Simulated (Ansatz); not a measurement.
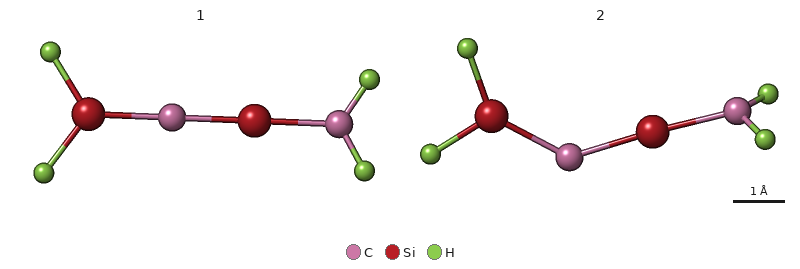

Two geometries of C₂H₄Si₂, drawn at one scale. One is the start of a relaxation, the other its converged end. A ball-and-stick model, seen face on.

Method: RKS PBE0-D4/def2-TZVP in Ansatz 0.2.0. Settings: force threshold 0.005 eV/Å; at most 200 steps.

**Which of the two is the end point?**

Structure 1 is the relaxed one. An H atom moves most after the best rigid fit: 0.88 Å. By element the largest moves are H 0.88 Å, C 0.83 Å, Si 0.23 Å. Some distances before and after: C–Si 1.758 → 1.648 Å, C–Si 1.758 → 1.672 Å, C–Si 1.761 → 1.689 Å, H–Si 1.469 → 1.481 Å. Among the angles between lasting bonds that change: Si–C–Si 133.2° → 179.9°, C–Si–H 136.8° → 123.9°, H–Si–H 105.0° → 112.2°. Over 28 accepted moves (32 points after the start) the energy falls by 0.682 eV. The largest force component goes from 1.6 to 0.0032 eV/Å. The line search rejected the trial steps at points 8, 15, 21, 29 of the run. The run took 110 s on 2 threads of Arm Neoverse V2, on a shared host.
